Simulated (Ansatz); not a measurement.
A computed series for W: response to strain

The parent structure is W in the bcc (W type) structure (space group Im-3m, No. 229; a = 3.154 Å; relaxed with 0.1 eV smearing). Axes: x, y, z lie along the cube axes.

Strains are applied to the cell and any free atomic positions relax.

Calculations: Kohn–Sham DFT with the PBEsol functional, run in Ansatz (a quantum-chemistry and plane-wave program) with PAW and 420 eV plane waves, no spin-orbit coupling.

Notes on the quantities. energy relative to the base: free energy F.

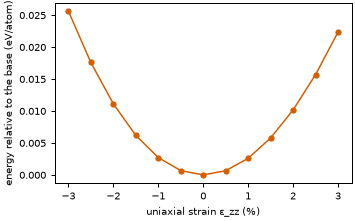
Figure: Energy relative to the base against uniaxial strain ε_zz

| uniaxial strain ε_zz (%) | energy relative to the base |
|---|---|
| -3 | +26 meV/atom |
| -2.5 | +18 meV/atom |
| -2 | +11 meV/atom |
| -1.5 | +6.2 meV/atom |
| -1 | +2.7 meV/atom |
| -0.5 | +0.7 meV/atom |
| 0.5 | +0.7 meV/atom |
| 1 | +2.6 meV/atom |
| 1.5 | +5.8 meV/atom |
| 2 | +10 meV/atom |
| 2.5 | +16 meV/atom |
| 3 | +22 meV/atom |

No phonon test of stability was made. All final runs are without spin polarisation.
